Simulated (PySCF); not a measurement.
**NSF3 (thiazyl trifluoride) at HF/ccECP-cc-pVTZ (core potential)**

Aim: the vertical ionisation energy of NSF3 (thiazyl trifluoride) at HF/ccECP-cc-pVTZ (core potential), from 2 runs. 

The results are computed with PySCF 2.14.0.

## (1) Starting point

The species is NSF3 (5 atoms), meant as a singlet with charge 0. As SMILES, `N#S(F)(F)F`. The coordinates come from a PBE0-D4/def2-TZVP relaxation.

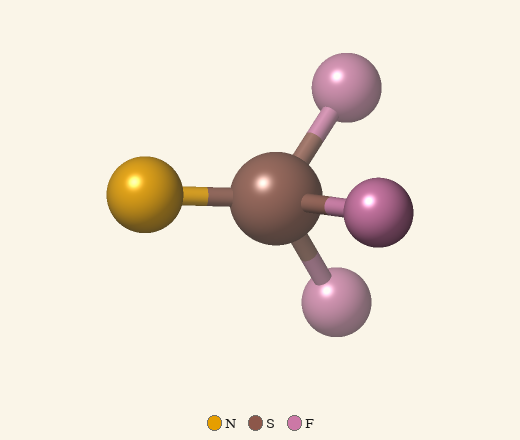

Viewed from a chosen angle; nitrogen amber, sulfur brown, fluorine pink.

## (2) A single-point energy at HF/ccECP-cc-pVTZ (core potential)

start.xyz

```xyz
5

N     -0.349630    -0.004150     1.591380
S     -0.047340    -0.000560     0.215490
F      1.023370    -0.939300    -0.408980
F     -1.108620    -0.317610    -0.875740
F      0.482210     1.261610    -0.522150
```

input.py

```python
# N#S(F)(F)F
from pyscf import gto, scf

molecule = gto.M(
    atom='start.xyz',
    basis='ccecp-cc-pvtz',
    max_memory=1860,
    ecp='ccecp',
    verbose=4,
    charge=0,
)

mf = scf.RHF(molecule)
mf.conv_tol = 1e-10
mf.kernel()
if not mf.converged:
    mf = mf.newton().run(mf.mo_coeff, mf.mo_occ)

energy = mf.e_tot
print('E = %.10f Eh' % energy)
```

Command:

```
$ OMP_NUM_THREADS=1 python input.py
```

The log of the run:

```text
PySCF version 2.14.0

[INPUT] num. atoms = 5
[INPUT] num. electrons = 32
[INPUT] charge = 0
[INPUT] spin (= nelec alpha-beta = 2S) = 0
[INPUT] symmetry False subgroup None
[INPUT] Mole.unit = angstrom
[INPUT] Symbol           X                Y                Z      unit          X                Y                Z       unit  Magmom
[INPUT]  1 N     -0.349630000000  -0.004150000000   1.591380000000 AA   -0.660704944932  -0.007842363417   3.007272360110 Bohr   0.0
[INPUT]  2 S     -0.047340000000  -0.000560000000   0.215490000000 AA   -0.089459634737  -0.001058246630   0.407217082583 Bohr   0.0
[INPUT]  3 F      1.023370000000  -0.939300000000  -0.408980000000 AA    1.933889024096  -1.775019748804  -0.772860190425 Bohr   0.0
[INPUT]  4 F     -1.108620000000  -0.317610000000  -0.875740000000 AA   -2.094988176215  -0.600195914423  -1.654908756327 Bohr   0.0
[INPUT]  5 F      0.482210000000   1.261610000000  -0.522150000000 AA    0.911244834527   2.384097376013  -0.986720495942 Bohr   0.0

nuclear repulsion = 109.799574312485
number of shells = 45
number of NR pGTOs = 321
number of NR cGTOs = 145
basis = ccecp-cc-pvtz
ecp = ccecp

******** <class 'pyscf.scf.hf.RHF'> ********
method = RHF
initial guess = minao
damping factor = 0
level_shift factor = 0
DIIS = <class 'pyscf.scf.diis.CDIIS'>
diis_start_cycle = 1
diis_space = 8
diis_damp = 0
SCF conv_tol = 1e-10
SCF conv_tol_grad = None
SCF max_cycles = 50
direct_scf = True
direct_scf_tol = 1e-13
Set gradient conv threshold to 1e-05
Initial guess from minao.
init E= -92.0995102103417
  HOMO = -0.380581817509148  LUMO = 0.0432568417604684  gap/eV = 11.53324
cycle= 1 E= -91.375062168417  delta_E= 0.724  |g|= 0.959  |ddm|= 3.42
  HOMO = -0.502822832819558  LUMO = 0.0377434463706676  gap/eV = 14.70956
cycle= 2 E= -91.46584392221  delta_E= -0.0908  |g|= 0.682  |ddm|= 1.68
  HOMO = -0.501186021310363  LUMO = 0.12572617069831  gap/eV = 17.05915
cycle= 3 E= -91.5548884505285  delta_E= -0.089  |g|= 0.092  |ddm|= 0.769
  HOMO = -0.477017105434916  LUMO = 0.139527745769656  gap/eV = 16.77704
cycle= 4 E= -91.556824724859  delta_E= -0.00194  |g|= 0.0349  |ddm|= 0.129
  HOMO = -0.482270713467756  LUMO = 0.141831829728164  gap/eV = 16.98270
cycle= 5 E= -91.5571853152572  delta_E= -0.000361  |g|= 0.00969  |ddm|= 0.0584
  HOMO = -0.482752902514248  LUMO = 0.140386464334226  gap/eV = 16.95649
cycle= 6 E= -91.5572247071822  delta_E= -3.94e-05  |g|= 0.00315  |ddm|= 0.0184
  HOMO = -0.482200931942524  LUMO = 0.140688582735298  gap/eV = 16.94969
cycle= 7 E= -91.5572332952114  delta_E= -8.59e-06  |g|= 0.000832  |ddm|= 0.0117
  HOMO = -0.482221427815086  LUMO = 0.140651152639293  gap/eV = 16.94923
cycle= 8 E= -91.5572338218217  delta_E= -5.27e-07  |g|= 0.000185  |ddm|= 0.00298
  HOMO = -0.4821854686342  LUMO = 0.140654346249128  gap/eV = 16.94833
cycle= 9 E= -91.5572338446682  delta_E= -2.28e-08  |g|= 4e-05  |ddm|= 0.0006
  HOMO = -0.482191753327574  LUMO = 0.140646720000728  gap/eV = 16.94830
cycle= 10 E= -91.557233845657  delta_E= -9.89e-10  |g|= 1e-05  |ddm|= 0.000104
  HOMO = -0.482191694421073  LUMO = 0.140646263533862  gap/eV = 16.94828
cycle= 11 E= -91.5572338457203  delta_E= -6.33e-11  |g|= 1.41e-06  |ddm|= 3.07e-05
  HOMO = -0.482191602979701  LUMO = 0.140646528576996  gap/eV = 16.94829
Extra cycle  E= -91.5572338457203  delta_E= 2.84e-14  |g|= 5.48e-07  |ddm|= 2.62e-06
converged SCF energy = -91.5572338457203
E = -91.5572338457 Eh
```

Wall time 21 s (1 thread of Arm Neoverse N1, shared host); peak memory 0.53 GiB.

## (3) The doublet cation, same level

run.py

```python
from pyscf import gto

mol = gto.M(
    atom='''
N     -0.349630    -0.004150     1.591380
S     -0.047340    -0.000560     0.215490
F      1.023370    -0.939300    -0.408980
F     -1.108620    -0.317610    -0.875740
F      0.482210     1.261610    -0.522150
''',
    verbose=3,
    spin=1,
    ecp='ccecp',
    charge=1,
    basis='ccecp-cc-pvtz',
    max_memory=1860,
)

mf = mol.UHF()
mf.conv_tol = 1e-10
mf.kernel()
if not mf.converged:
    mf = mf.newton().run(mf.mo_coeff, mf.mo_occ)

e_tot = mf.e_tot
print(f'total energy: {e_tot:.8f} hartree')
```

Command:

```
$ OMP_NUM_THREADS=1 python run.py
```

The log of the run:

```text
converged SCF energy = -91.1481883275441  <S^2> = 0.75968313  2S+1 = 2.0096598
total energy: -91.14818833 hartree
```

Run time: 36 s. Hardware: 1 thread of Arm Neoverse N1, shared host; peak memory 0.54 GiB.

## (4) Outcome

At HF/ccECP-cc-pVTZ (core potential):

| quantity | value |
| --- | --- |
| singlet NSF3: total energy | -91.55723 Eh |
| singlet NSF3: dipole moment | 2.32 D |
| singlet NSF3: HOMO energy | -13.12 eV |
| singlet NSF3: LUMO energy | 3.83 eV |
| singlet NSF3: HOMO–LUMO gap | 16.95 eV |
| doublet cation: total energy | -91.14819 Eh |
| doublet cation: HOMO energy (highest over α and β) | -21.96 eV |
| doublet cation: LUMO energy (lowest over α and β) | -9.55 eV |
| doublet cation: ⟨S²⟩ | 0.760 |
| vertical ionisation energy (to the doublet cation) | 11.131 eV |

The vertical ionisation energy comes to 11.13 eV (1074 kJ/mol). The negative HOMO energy of the first species, 13.12 eV, lies 1.99 eV above that difference. Mulliken charges (singlet NSF3) run from -0.48 on N1 to +1.31 on S2.
